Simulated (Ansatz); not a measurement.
Input

```
crystal:
  periodic: [false, false, false]
  atoms:
    - { symbol: Al, position_ang: [-1.0e-06, -2.0e-06, -0.085598] }
    - { symbol: H, position_ang: [-2.0e-06, -1.0e-06, 1.485198] }
    - { symbol: F, position_ang: [1.447215, 1.0e-06, -0.919266] }
    - { symbol: F, position_ang: [-1.447214, 1.0e-06, -0.91927] }
    - { symbol: F, position_ang: [2.0e-06, 1.0e-06, 3.588937] }
magnetization:
  spin_polarized: true
  initial_magnetization: 1
basis:
  gaussian: { orbitals: def2-SVP }
hamiltonian:
  xc: revpbe
  dispersion: d4
relax:
  f_tol: 0.03
  max_steps: 50
output:
  orbitals: {}
```

Launched as:

```sh
ansatz run input.yaml --threads 2 --pin off --max-ram 3072MiB --backend cpu --events-out ev --progress --plain --runs-dir out
```

The fields are those of the run's last geometry, not of the input's.

All numbers below come from UKS revPBE-D4/def2-SVP in Ansatz.

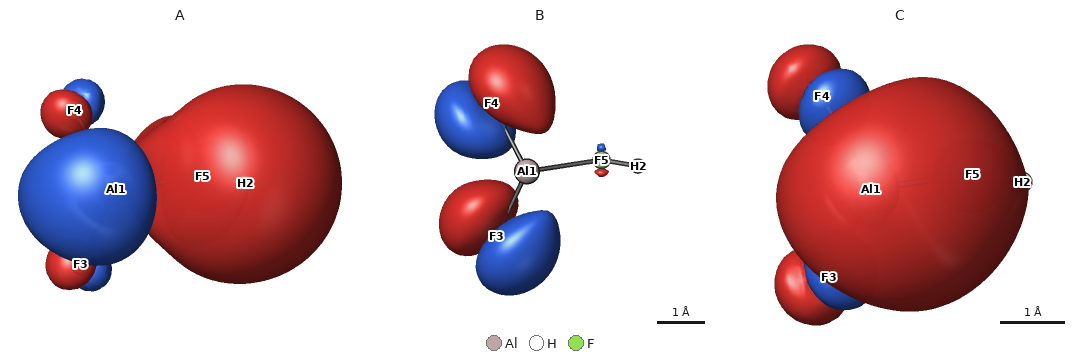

AlF₃H (doublet). Three frontier orbitals at ±0.08 Å⁻³ᐟ² (red and blue are the two phases), in no order.

Order the three orbitals by energy and name them. All are α orbitals.

Answer. B is the HOMO−1 (α) (−8.28 eV). Its weight (Hirshfeld) is mainly on F4 (about 45 %) and F3 (about 45 %); largely a combination of lone pairs on F4 and F3. C is the HOMO (α) (−4.97 eV). By Hirshfeld shares it lies mainly on Al1 (about 75 %), F3 (about 10 %) and F4 (about 10 %). A is the LUMO (α) (−1.44 eV). Its weight (Hirshfeld) is mainly on H2 (about 45 %), Al1 (about 30 %) and F5 (about 20 %).

What is the gap between the highest occupied and lowest empty α orbitals?

Answer. 3.53 eV between the orbital energies.
